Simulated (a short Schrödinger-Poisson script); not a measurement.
Stack: MOS inversion layer, SiO2 on p-type Si(110), at 300 K.

| layer | material | thickness (nm) | Na (cm⁻³) |
|---|---|---|---|
| 1 | SiO2 | 1.3 | - |
| 2 | Si | 650 | 2.2e17 |

Constants are typed, rounded textbook-type inputs, not results; the design itself was drawn at random and stands for no fabricated device. SiO2: permittivity 3.9, conduction-band edge (eV) 3.15, gap (eV) 9, electron mass (mₑ) 0.5. Si: permittivity 11.7, conduction-band edge (eV) 0, gap (eV) 1.124, Nv at 300 K (cm⁻³) 3.1e19.

Channel valleys (confinement mass, in-plane density-of-states mass, number): Δ4 0.315, 0.324, 4; Δ2 0.19, 0.417, 2. At the gate the conduction-band edge of layer 1 lies 3.46 eV − eVg above the Fermi level of the channel; the field vanishes at the back. Gaps are held at their typed values at every temperature. Mesh 0.03 nm at interfaces.

Solved with a short Schrödinger-Poisson script written for these runs: 1D Poisson equation in equilibrium, electrons quantum, Hartree (BenDaniel-Duke, 12 states a valley, the channel's in-plane mass for all, wave functions ending at the dielectric), parabolic valleys, classical holes, full ionisation, no traps, pinning or gate leakage.

Only gate voltages with over 1e8 electrons/cm² are shown.

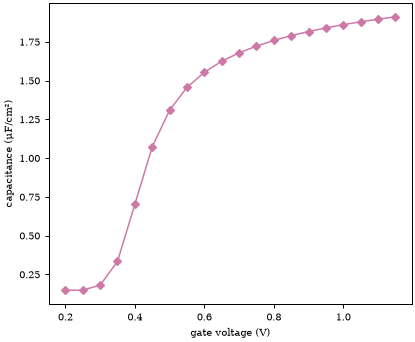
Figure: Quasi-static capacitance against gate voltage

| Vg (V) | electrons (cm⁻²) | C (μF/cm²) | Δ4 E0 (meV) | Δ4 E1 (meV) | Δ2 E0 (meV) | Δ2 E1 (meV) |
|---|---|---|---|---|---|---|
| 0.2 | 2.61e8 | 0.147 | 291.1 | 357.7 | 307.6 | 385.7 |
| 0.3 | 8.43e9 | 0.180 | 200.8 | 270.3 | 218.0 | 299.6 |
| 0.4 | 1.69e11 | 0.702 | 122.7 | 195.5 | 140.9 | 225.9 |
| 0.5 | 7.92e11 | 1.31 | 81.8 | 159.4 | 101.9 | 190.9 |
| 0.6 | 1.68e12 | 1.55 | 61.0 | 143.9 | 83.4 | 176.4 |
| 0.7 | 2.69e12 | 1.68 | 47.6 | 135.7 | 72.2 | 168.9 |
| 0.8 | 3.76e12 | 1.76 | 37.6 | 130.7 | 64.5 | 164.5 |
| 0.9 | 4.88e12 | 1.82 | 29.6 | 127.4 | 58.8 | 161.7 |
| 1 | 6.03e12 | 1.86 | 22.8 | 125.1 | 54.2 | 159.8 |
| 1.1 | 7.20e12 | 1.90 | 17.0 | 123.5 | 50.4 | 158.5 |

Subbands count from the Fermi level.
